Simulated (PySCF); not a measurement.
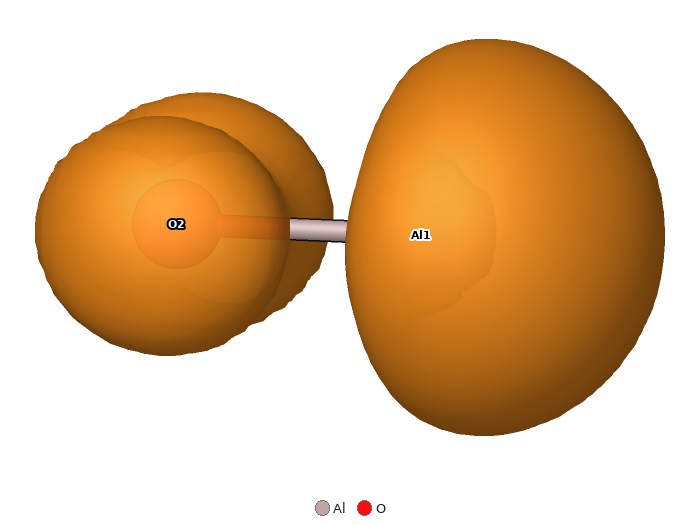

*AlO (charge +1, triplet). Isosurfaces of the spin density at +0.03 (orange) and −0.03 e/Å³ (purple), seen from one side.*

Computed with PBE0/def2-TZVPPD, non-relativistic Hamiltonian with scalar-relativistic core potentials where named, at a bond length of 1.741 Å (PySCF).

```xyz
2

Al    0.0000    0.0000   -0.6480
O     0.0000    0.0000    1.0930
```

**Which atoms carry the spin?**

The unpaired spin (2 electrons) lies mostly on O2 (about 1.1) and Al1 (about 0.9), in electrons by Hirshfeld's partition.
